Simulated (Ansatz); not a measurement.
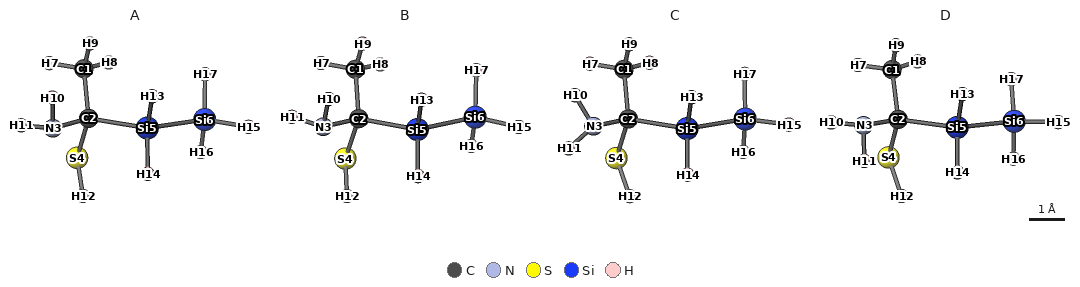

4 geometries from a converged minimum-energy path of C₂H₁₁NSSi₂, shuffled. A ball-and-stick model, seen at a tilt.

Theory: RKS r2SCAN/STO-3G (Ansatz). Set-up: 5 movable images; climbing image; force threshold 0.05 eV/Å; iteration limit 60; starting path by image-dependent pair potential.

### Which frame is the transition state?

C. In order along the path, whose images run from 0 to 6: B (image 0, 0.0 kJ/mol), A (image 1, +1.5 kJ/mol), C (image 3, +12.4 kJ/mol), D (image 6, −4.7 kJ/mol). The motion is a rotation about the C2–N3 bond by about 115°. No bond forms or breaks between the ends. Among the angles between lasting bonds that change up to the highest image: N3–C2–S4 107.1° → 110.9°, C1–C2–N3 112.0° → 109.9°.

Limits of the set-up: STO-3G is a minimal basis, so the numbers are rough.

Cost: 110 s on 1 thread of AMD EPYC 9R45 96-Core Processor (Zen 5) (shared host), peak memory 0.17 GiB.
